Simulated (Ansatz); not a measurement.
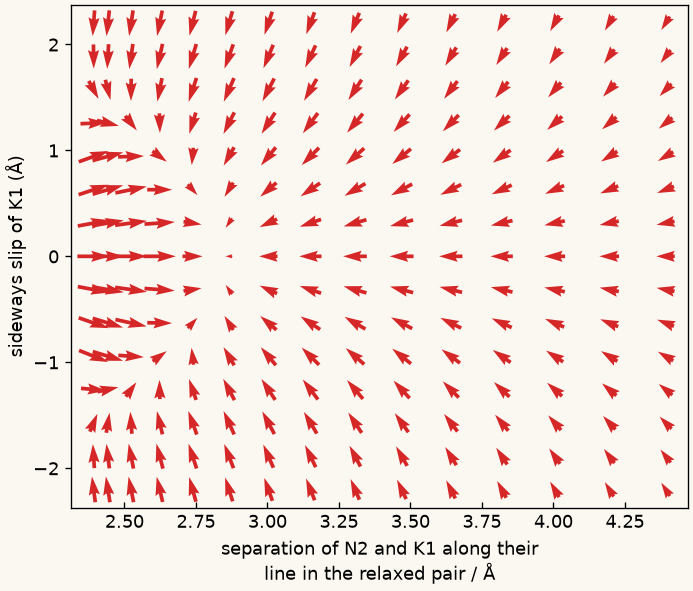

H₃KN, charge +1. 
- Coordinates scanned: (1) separation of N2 and K1 along their line in the relaxed pair; (2) sideways slip of K1.
- Nothing is relaxed (both partners rigid).
- The grid has 15 × 15 points.
- Points are written as (first, second).
- Computed with Ansatz, RHF/def2-TZVPD.

Drawn: arrows along the force (downhill), their lengths compressed.

The arrows alone are given. Where is the energy lowest?

Answer. The arrows converge at about (2.848 Å, 0.000 Å) (read from the interpolated surface).

The energy map of the same scan:

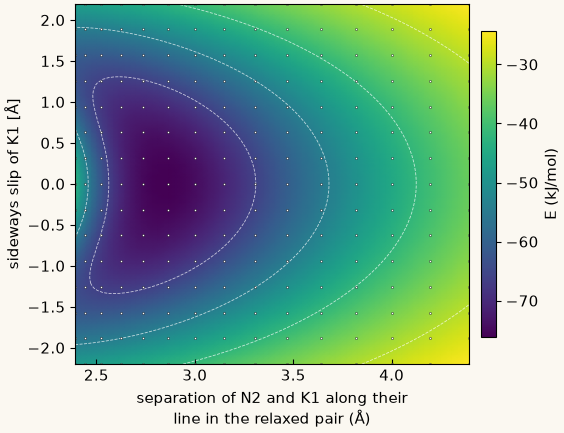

Energies are in kJ/mol, from the ion and the molecule far apart, frozen as in the relaxed pair, each in its own basis (no counterpoise correction); between grid points the surface is interpolated.
